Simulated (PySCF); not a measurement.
**Run report: C$_{3}$H$_{7}$FOSi, geometry relaxation (part 2 of 2)**

Continued. System: C$_{3}$H$_{7}$FOSi. Method: PBE0-D3(BJ)/def2-SVP geometry optimisation, gas phase (PySCF 2.14.0). It belongs to a series of runs on one base structure; here: H on C replaced by CH2F.

Geometry of the input (Å):
```
C  -0.6529  -1.8920  0.6241
C  -0.2837  -0.6966  0.1496
C  -0.5774  -0.2119  -1.2560
F  -1.2334  -1.1209  -1.9771
O  0.4166  0.1610  0.9113
Si 1.0605  1.6516  0.7352
H  -0.4371  -2.1636  1.6277
H  -1.2124  -2.5415  -0.0020
H  -1.1484  0.7206  -1.2004
H  0.3807  -0.0291  -1.7714
H  2.0529  1.6502  -0.3267
H  1.6393  1.8130  2.0697
H  0.0010  2.6423  0.4059
```

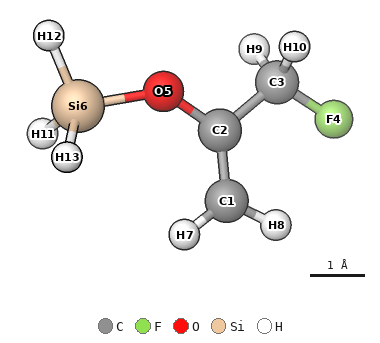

Fig. 1: The geometry at step 21 of the log (ball-and-stick view, seen at a tilt; atoms are numbered from 1 in the order of the input).

Trajectory as extended XYZ, continued
```
13
Properties=species:S:1:pos:R:3:forces:R:3 step=13 energy=-15846.07251
C    -0.9560   -1.7114    0.6224   -0.0157  -0.0267  -0.0154
C    -0.2279   -0.7337    0.0858   -0.0042   0.0167   0.0166
C    -0.2518   -0.3752   -1.3726    0.0459   0.0498   0.0506
F    -1.0922   -1.1780   -2.0785   -0.0323  -0.0337  -0.0348
O     0.6465   -0.0010    0.8206    0.0356   0.0350  -0.0174
Si    0.9638    1.6437    0.8515   -0.0215  -0.0049  -0.0144
H    -0.8873   -1.9317    1.6888   -0.0016   0.0042  -0.0153
H    -1.6122   -2.3024   -0.0154    0.0013   0.0005   0.0096
H    -0.5749    0.6778   -1.4968   -0.0014  -0.0107   0.0003
H     0.7717   -0.4541   -1.7845   -0.0111  -0.0153  -0.0061
H     1.5265    2.1104   -0.4530    0.0126  -0.0126   0.0121
H     1.9627    1.8353    1.9331   -0.0052   0.0015   0.0067
H    -0.2879    2.4092    1.1307   -0.0024  -0.0038   0.0075
13
Properties=species:S:1:pos:R:3:forces:R:3 step=14 energy=-15846.07435
C    -0.9599   -1.6779    0.6070   -0.0214  -0.0325  -0.0070
C    -0.1982   -0.7336    0.0576    0.0184   0.0001   0.0413
C    -0.2078   -0.3939   -1.4050    0.0563   0.0534   0.0421
F    -1.0599   -1.1902   -2.1049   -0.0324  -0.0299  -0.0353
O     0.7064   -0.0219    0.7802   -0.0033   0.0930  -0.0446
Si    0.9262    1.6378    0.8930   -0.0139  -0.0409  -0.0082
H    -0.8989   -1.8874    1.6763    0.0024   0.0062  -0.0184
H    -1.6360   -2.2559   -0.0222    0.0030   0.0061   0.0069
H    -0.5092    0.6633   -1.5463   -0.0036  -0.0123   0.0054
H     0.8171   -0.4975   -1.8077   -0.0150  -0.0220  -0.0068
H     1.4700    2.1987   -0.3818    0.0147  -0.0146   0.0094
H     1.9038    1.8362    1.9927   -0.0016   0.0037   0.0048
H    -0.3727    2.3112    1.1932   -0.0034  -0.0103   0.0103
13
Properties=species:S:1:pos:R:3:forces:R:3 step=15 energy=-15846.07560
C    -0.9580   -1.6223    0.5895   -0.0211  -0.0254   0.0057
C    -0.1595   -0.7250    0.0145    0.0470  -0.0298   0.0493
C    -0.1565   -0.4250   -1.4562    0.0359   0.0388   0.0073
F    -1.0342   -1.2129   -2.1366   -0.0149  -0.0107  -0.0161
O     0.7814   -0.0305    0.7111   -0.0677   0.1069  -0.0565
Si    0.8781    1.6288    0.9535    0.0082  -0.0662   0.0014
H    -0.9033   -1.8075    1.6635    0.0077   0.0064  -0.0143
H    -1.6585   -2.1900   -0.0224    0.0019   0.0158   0.0017
H    -0.4229    0.6368   -1.6284    0.0035  -0.0102   0.0121
H     0.8649   -0.5740   -1.8526   -0.0098  -0.0191  -0.0043
H     1.3897    2.3215   -0.2684    0.0080  -0.0078   0.0034
H     1.8315    1.8164    2.0767    0.0023   0.0116   0.0022
H    -0.4718    2.1727    1.2877   -0.0009  -0.0104   0.0080
13
Properties=species:S:1:pos:R:3:forces:R:3 step=16 energy=-15846.07993
C    -0.9398   -1.4634    0.5565   -0.0332  -0.0112   0.0202
C    -0.0866   -0.6755   -0.0946    0.1290  -0.1010   0.0342
C    -0.0651   -0.5079   -1.5850   -0.0229  -0.0034  -0.0561
F    -0.9909   -1.3019   -2.1984    0.0357   0.0294   0.0338
O     0.9117    0.0183    0.5254   -0.1811   0.1436  -0.0992
Si    0.7816    1.5948    1.0973    0.0582  -0.0710   0.0245
H    -0.8919   -1.5586    1.6424    0.0076  -0.0080   0.0009
H    -1.6807   -2.0354   -0.0016   -0.0122   0.0361  -0.0039
H    -0.2662    0.5475   -1.8542    0.0149  -0.0115   0.0386
H     0.9447   -0.7550   -1.9586    0.0031  -0.0177  -0.0040
H     1.1498    2.5785    0.0342   -0.0115  -0.0122  -0.0046
H     1.7373    1.7083    2.2298    0.0036   0.0211   0.0076
H    -0.6231    1.8392    1.5388    0.0089   0.0059   0.0079
13
Properties=species:S:1:pos:R:3:forces:R:3 step=17 energy=-15846.08469
C    -0.9415   -1.4538    0.5588   -0.0283   0.0054  -0.0164
C    -0.0825   -0.6793   -0.1016    0.0692  -0.0143   0.0629
C    -0.0569   -0.5213   -1.5926   -0.0229  -0.0270  -0.0214
F    -0.9876   -1.3109   -2.2018    0.0069   0.0109   0.0017
O     0.9094    0.0294    0.5084   -0.0716   0.0926  -0.0428
Si    0.7778    1.5961    1.1027    0.0310  -0.0651   0.0141
H    -0.8941   -1.5432    1.6453    0.0002   0.0156  -0.0012
H    -1.6948   -2.0135    0.0053    0.0095  -0.0130  -0.0074
H    -0.2489    0.5349   -1.8625    0.0106   0.0010   0.0107
H     0.9516   -0.7788   -1.9636   -0.0038  -0.0083   0.0016
H     1.0925    2.5926    0.0351   -0.0046  -0.0014  -0.0085
H     1.7695    1.7190    2.2035    0.0005   0.0004  -0.0054
H    -0.6135    1.8179    1.5951    0.0032   0.0032   0.0121
13
Properties=species:S:1:pos:R:3:forces:R:3 step=18 energy=-15846.09323
C    -0.9487   -1.4112    0.5554    0.0278   0.0424   0.0275
C    -0.0759   -0.6693   -0.1246   -0.0954   0.0571   0.0022
C    -0.0458   -0.5704   -1.6205    0.0813  -0.0052   0.0308
F    -0.9906   -1.3608   -2.2014   -0.0351  -0.0235  -0.0276
O     0.9041    0.0775    0.4512    0.0728  -0.0461  -0.0016
Si    0.7739    1.6047    1.1301   -0.0430   0.0033   0.0152
H    -0.9182   -1.4523    1.6453   -0.0191  -0.0010   0.0084
H    -1.6997   -1.9836    0.0122    0.0195  -0.0341   0.0073
H    -0.2134    0.4809   -1.9192    0.0022   0.0153  -0.0362
H     0.9579   -0.8629   -1.9793   -0.0113   0.0074  -0.0108
H     0.9042    2.6523    0.0735   -0.0052   0.0119  -0.0071
H     1.8854    1.7440    2.1083    0.0027  -0.0294  -0.0223
H    -0.5522    1.7401    1.8009    0.0027   0.0019   0.0142
13
Properties=species:S:1:pos:R:3:forces:R:3 step=19 energy=-15846.10743
C    -0.9455   -1.3118    0.5612    0.0110   0.0090  -0.1311
C    -0.0872   -0.6262   -0.1944   -0.2627   0.1542   0.0141
C    -0.0420   -0.6612   -1.6946    0.1191  -0.0612   0.1747
F    -0.9942   -1.4780   -2.2160   -0.1155  -0.0969  -0.0672
O     0.8550    0.2201    0.2784    0.4519  -0.0916  -0.0445
Si    0.7681    1.6100    1.1941   -0.1709   0.1303   0.1207
H    -0.9391   -1.2362    1.6498    0.0041   0.0001  -0.0101
H    -1.6724   -1.9548    0.0675   -0.0111  -0.0668   0.0321
H    -0.1816    0.3686   -2.0670   -0.0237   0.0260  -0.0785
H     0.9581   -1.0033   -2.0194   -0.0109   0.0299   0.0083
H     0.3243    2.7478    0.3344   -0.0040   0.0143   0.0054
H     2.1336    1.8774    1.7182    0.0080  -0.0558  -0.0424
H    -0.1962    1.4366    2.3197    0.0045   0.0085   0.0184
13
Properties=species:S:1:pos:R:3:forces:R:3 step=20 energy=-15846.12652
C    -0.8868   -1.2817    0.5539    0.0473   0.1086  -0.0159
C    -0.1158   -0.5551   -0.2568   -0.3023   0.0113  -0.0112
C    -0.1215   -0.6878   -1.7518    0.1990   0.0536   0.1491
F    -1.0387   -1.5920   -2.1821   -0.0942  -0.0718  -0.0571
O     0.7581    0.4044    0.1107    0.4031  -0.1731  -0.2315
Si    0.7960    1.6124    1.2522   -0.1686   0.1593   0.2559
H    -0.8601   -1.1572    1.6374   -0.0289  -0.0047   0.0147
H    -1.5642   -2.0092    0.1087    0.0203  -0.0548   0.0462
H    -0.3340    0.3090   -2.1747   -0.0530  -0.0007  -0.1247
H     0.8851   -0.9917   -2.0940   -0.0134   0.0344  -0.0012
H    -0.1991    2.6639    0.8872   -0.0114   0.0018   0.0196
H     2.1709    2.1769    1.2222   -0.0004  -0.0438  -0.0480
H     0.4908    1.0971    2.6192    0.0027  -0.0200   0.0042
13
Properties=species:S:1:pos:R:3:forces:R:3 step=21 energy=-15846.16041
C    -0.7117   -1.3310    0.5528    0.0572   0.1546   0.0774
C    -0.1806   -0.4680   -0.3152   -0.1017  -0.1185   0.0102
C    -0.3359   -0.5983   -1.8017    0.1079   0.1360   0.0411
F    -1.1440   -1.6373   -2.1416   -0.0687  -0.0922  -0.0316
O     0.5652    0.6189   -0.0328    0.1633  -0.0836  -0.3340
Si    0.8658    1.5698    1.3013   -0.0846   0.0905   0.2366
H    -0.5736   -1.2164    1.6292   -0.0288  -0.0202   0.0456
H    -1.2966   -2.1672    0.1706    0.0202   0.0026   0.0376
H    -0.7510    0.3493   -2.1884   -0.0330  -0.0211  -0.0685
H     0.6596   -0.7410   -2.2602   -0.0005   0.0262   0.0008
H    -0.4109    2.1956    1.7543   -0.0025  -0.0005   0.0388
H     1.8216    2.6062    0.8307   -0.0122  -0.0040  -0.0111
H     1.4731    0.8083    2.4330   -0.0167  -0.0698  -0.0429
13
Properties=species:S:1:pos:R:3:forces:R:3 step=22 energy=-15846.18492
C    -0.4418   -1.3439    0.5149    0.0442   0.0349   0.2516
C    -0.2959   -0.3363   -0.3463    0.3344  -0.1949   0.0046
C    -0.6561   -0.4648   -1.7947   -0.2286   0.1256  -0.1987
F    -1.2111   -1.6846   -2.0715    0.1107   0.1491   0.0601
O     0.2716    0.8652   -0.0832   -0.1978  -0.0833  -0.1590
Si    0.9563    1.4705    1.3314   -0.0684  -0.0010  -0.1354
H    -0.1272   -1.2374    1.5554   -0.0157  -0.0695   0.0531
H    -0.8599   -2.2955    0.1853   -0.0466   0.1072   0.0029
H    -1.3700    0.3291   -2.0917    0.0885  -0.0391   0.1062
H     0.2564   -0.3288   -2.4005    0.0344  -0.0102  -0.0278
H    -0.0138    1.3817    2.4616    0.0000   0.0149   0.0005
H     1.2574    2.8801    0.9737    0.0128   0.0304   0.0945
H     2.2151    0.7537    1.6976   -0.0679  -0.0641  -0.0526
13
Properties=species:S:1:pos:R:3:forces:R:3 step=23 energy=-15846.17880
C    -0.6910   -1.1659    0.5440   -0.1518  -0.0292   0.1276
C    -0.1581   -0.3664   -0.3810    0.3354  -0.0979   0.1579
C    -0.3190   -0.5924   -1.8524   -0.1694  -0.0100  -0.2478
F    -1.0910   -1.6944   -2.1096    0.1754   0.1453   0.0822
O     0.6746    0.6782   -0.1240   -0.3830   0.0221  -0.0915
Si    0.8220    1.4720    1.3612    0.1225  -0.0790  -0.1767
H    -0.5198   -0.9939    1.6091   -0.0080  -0.0482   0.0046
H    -1.2939   -2.0249    0.2491   -0.0441   0.0985  -0.0465
H    -0.7842    0.2840   -2.3463    0.0762  -0.0110   0.1796
H     0.6804   -0.7275   -2.3009    0.0352  -0.0254  -0.0166
H    -0.4554    2.1458    1.7384   -0.0104  -0.0575  -0.0420
H     1.8993    2.4623    1.1100   -0.0025   0.0413   0.0698
H     1.2170    0.5118    2.4343    0.0244   0.0510  -0.0005
13
Properties=species:S:1:pos:R:3:forces:R:3 step=24 energy=-15846.19625
C    -0.5985   -1.2865    0.5729   -0.0783   0.0147  -0.2936
C    -0.1751   -0.4185   -0.3529   -0.0092   0.1512   0.1832
C    -0.4099   -0.5254   -1.8287    0.0371  -0.3365   0.1086
F    -1.1269   -1.6373   -2.1431   -0.1068  -0.1124  -0.1028
O     0.5151    0.7217   -0.1368    0.1806   0.0952  -0.0340
Si    0.8625    1.4855    1.3106   -0.0500   0.0744   0.2354
H    -0.4312   -1.1824    1.6472    0.0993   0.1471  -0.0557
H    -1.1650   -2.1509    0.2332   -0.0216  -0.0928  -0.0313
H    -0.9430    0.3783   -2.1637   -0.0712   0.0618  -0.0510
H     0.5649   -0.5564   -2.3497   -0.0201   0.0365   0.0355
H    -0.4113    1.8524    1.9953   -0.0060  -0.0050   0.0269
H     1.6300    2.7032    0.9454    0.0125  -0.0057  -0.0263
H     1.6693    0.6052    2.2024    0.0337  -0.0287   0.0049
13
Properties=species:S:1:pos:R:3:forces:R:3 step=25 energy=-15846.21787
C    -0.4797   -1.2997    0.5376    0.0126   0.0420   0.0594
C    -0.2271   -0.3518   -0.3673    0.0214  -0.0172  -0.0648
C    -0.5603   -0.4787   -1.8238   -0.0170  -0.0328  -0.0200
F    -1.1575   -1.6719   -2.1068    0.0057   0.0246   0.0177
O     0.3635    0.8439   -0.1382   -0.0026  -0.0396  -0.0587
Si    0.9046    1.4516    1.3335   -0.0118   0.0223   0.0466
H    -0.2155   -1.1742    1.5900   -0.0112  -0.0293   0.0190
H    -0.9662   -2.2233    0.2252    0.0149   0.0177  -0.0098
H    -1.2307    0.3487   -2.1168   -0.0037   0.0101   0.0069
H     0.3684   -0.3816   -2.4141    0.0023   0.0075   0.0017
H    -0.2177    1.4786    2.3165    0.0041   0.0145   0.0081
H     1.3780    2.8243    1.0208   -0.0022   0.0048   0.0123
H     2.0210    0.6230    1.8754   -0.0123  -0.0244  -0.0183
13
Properties=species:S:1:pos:R:3:forces:R:3 step=26 energy=-15846.22116
C    -0.5343   -1.2600    0.5442   -0.0235  -0.0151   0.0277
C    -0.1956   -0.3548   -0.3764    0.0408   0.0129   0.0263
C    -0.4886   -0.5078   -1.8385   -0.0144  -0.0034  -0.0236
F    -1.1361   -1.6779   -2.1059    0.0201   0.0362   0.0062
O     0.4547    0.8122   -0.1551   -0.0365  -0.0417  -0.0303
Si    0.8785    1.4533    1.3435    0.0028   0.0025   0.0025
H    -0.3069   -1.1337    1.6052    0.0076   0.0162  -0.0042
H    -1.0562   -2.1630    0.2299   -0.0041   0.0011  -0.0043
H    -1.1089    0.3423   -2.1756    0.0074   0.0004   0.0095
H     0.4615   -0.4719   -2.4009    0.0003  -0.0024  -0.0048
H    -0.3406    1.6434    2.1826   -0.0009  -0.0031  -0.0066
H     1.5191    2.7560    1.0293    0.0005   0.0004   0.0069
H     1.8343    0.5510    2.0497   -0.0001  -0.0038  -0.0053
13
Properties=species:S:1:pos:R:3:forces:R:3 step=27 energy=-15846.21934
C    -0.5818   -1.2369    0.5497   -0.0026   0.0119  -0.0093
C    -0.1704   -0.3698   -0.3782   -0.0046   0.0140  -0.0141
C    -0.4277   -0.5270   -1.8467   -0.0037  -0.0143   0.0054
F    -1.1222   -1.6670   -2.1206    0.0107  -0.0039   0.0020
O     0.5260    0.7695   -0.1576   -0.0133   0.0097  -0.0005
Si    0.8569    1.4519    1.3464    0.0057   0.0008   0.0097
H    -0.3731   -1.0914    1.6120   -0.0133  -0.0184   0.0050
H    -1.1376   -2.1216    0.2412    0.0000   0.0061   0.0001
H    -0.9973    0.3484   -2.2067    0.0032   0.0026  -0.0023
H     0.5380   -0.5415   -2.3830    0.0011  -0.0011   0.0015
H    -0.4191    1.7692    2.0517    0.0002  -0.0144   0.0007
H     1.6209    2.6898    1.0466    0.0022  -0.0051  -0.0020
H     1.6685    0.5155    2.1773    0.0146   0.0123   0.0038
13
Properties=species:S:1:pos:R:3:forces:R:3 step=28 energy=-15846.22099
C    -0.5577   -1.2482    0.5481   -0.0051   0.0093  -0.0067
C    -0.1827   -0.3628   -0.3781    0.0081   0.0103  -0.0079
C    -0.4577   -0.5151   -1.8438   -0.0102  -0.0154   0.0016
F    -1.1297   -1.6690   -2.1163    0.0070   0.0024   0.0008
O     0.4896    0.7911   -0.1585   -0.0080  -0.0003  -0.0015
Si    0.8671    1.4495    1.3450    0.0029   0.0046   0.0099
H    -0.3376   -1.1083    1.6088   -0.0091  -0.0118   0.0034
H    -1.0967   -2.1433    0.2395   -0.0008   0.0047  -0.0011
H    -1.0522    0.3494   -2.1897    0.0033   0.0034  -0.0007
H     0.5004   -0.5039   -2.3937    0.0008  -0.0008   0.0013
H    -0.3837    1.7002    2.1189    0.0009  -0.0085  -0.0007
H     1.5685    2.7226    1.0397    0.0025  -0.0037   0.0000
H     1.7534    0.5266    2.1121    0.0076   0.0056   0.0017
13
Properties=species:S:1:pos:R:3:forces:R:3 step=29 energy=-15846.22138
C    -0.5471   -1.2540    0.5456   -0.0036   0.0024  -0.0040
C    -0.1871   -0.3594   -0.3777   -0.0015   0.0037  -0.0003
C    -0.4715   -0.5081   -1.8421   -0.0010  -0.0079   0.0013
F    -1.1334   -1.6675   -2.1150   -0.0008  -0.0003  -0.0019
O     0.4735    0.8007   -0.1573    0.0042  -0.0004  -0.0020
Si    0.8724    1.4479    1.3456   -0.0003   0.0022   0.0094
H    -0.3235   -1.1211    1.6066   -0.0038  -0.0003  -0.0014
H    -1.0787   -2.1521    0.2333   -0.0019   0.0006  -0.0013
H    -1.0770    0.3522   -2.1796    0.0007   0.0026  -0.0023
H     0.4823   -0.4847   -2.3990    0.0016   0.0007   0.0010
H    -0.3655    1.6636    2.1500    0.0012  -0.0027   0.0013
H     1.5425    2.7378    1.0407    0.0012  -0.0021   0.0000
H     1.7940    0.5337    2.0810    0.0041   0.0015   0.0001
```

Key numbers

| quantity | value |
| --- | --- |
| outcome | converged |
| total energy | −582.337900 hartree |
| dipole moment | 1.74 D |
| point group | C1 |
| hardware | 1 CPU thread, shared host |
| wall time | 2.9 min |
| peak memory | 0.5 GiB |
